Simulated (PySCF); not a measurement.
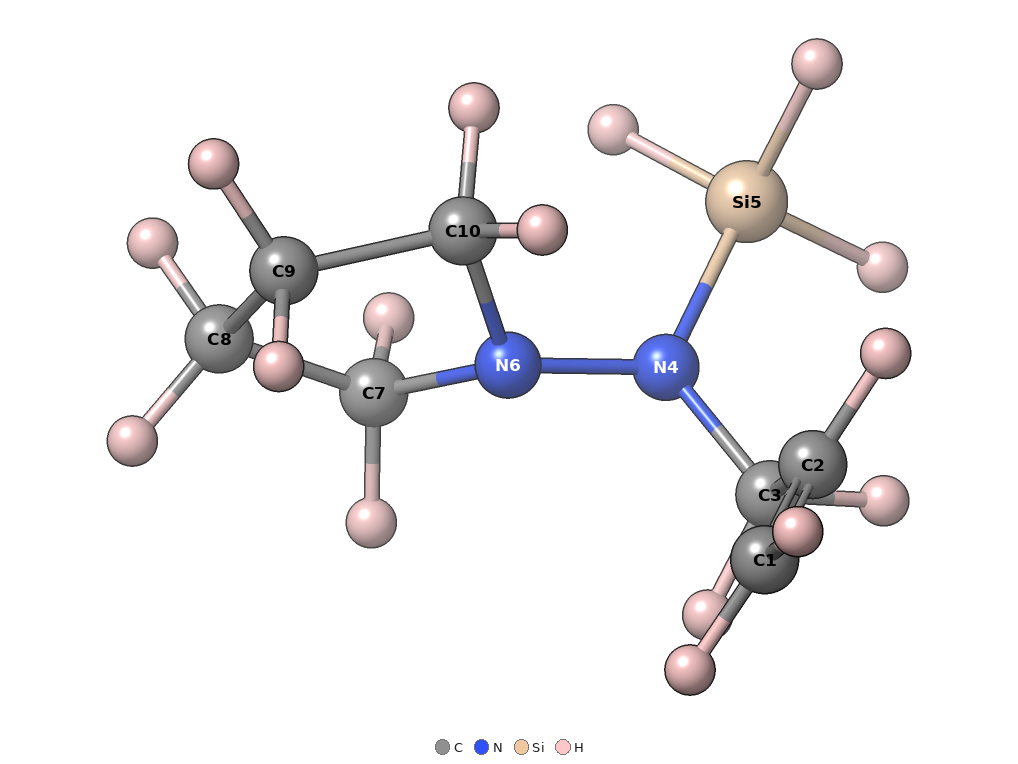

Depth is shown by fading: the farther an atom, the more it takes the colour of the background. The geometry was computed by an optimisation with PBE0-D3(BJ)/def2-SVP. No frequency run is at hand to confirm it as a minimum.

**How is the 5-membered ring N6–C7–C8–C9–C10 puckered?**

It is an envelope, with C10 as the flap. The Cremer–Pople amplitude Q is 0.39 Å.

**Give the torsion angles round the ring, beginning with the bond from its second to its third atom.**

4°, 20°, −37°, 42°, −29°.
